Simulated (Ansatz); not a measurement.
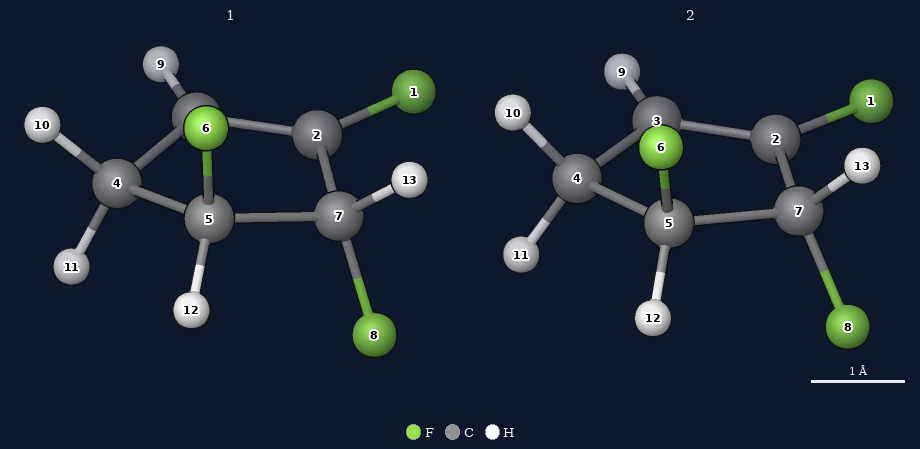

Two geometries of C5H5F3, drawn at one scale. One is the start of a relaxation, the other its converged end. The picture is a ball-and-stick view, seen from a free direction.

All numbers below come from RKS PBE0-D4/def2-TZVP in Ansatz 0.2.0. Set-up: force threshold 0.005 eV/Å; at most 150 steps.

Which one is relaxed?

Structure 2 is the relaxed one. The start comes from PBE-D4/def2-SVP. The largest move after the best rigid fit is that of F6, 0.23 Å. By element the largest moves are F 0.23 Å, H 0.19 Å, C 0.06 Å. Near-neighbour distances that change, for instance: C2–C3 1.347 → 1.324 Å, C3–H9 1.099 → 1.082 Å, C4–H10 1.110 → 1.093 Å, C2–C7 1.502 → 1.487 Å. The energy falls by 6.99 kJ/mol in 10 accepted moves (11 points after the start). Largest force component: 0.76 eV/Å at the start, 0.0016 eV/Å at the end. The line search rejected the trial step at point 5 of the run. The run took 66 s on 4 threads of AMD EPYC 7R43 64-Core, on a shared host.
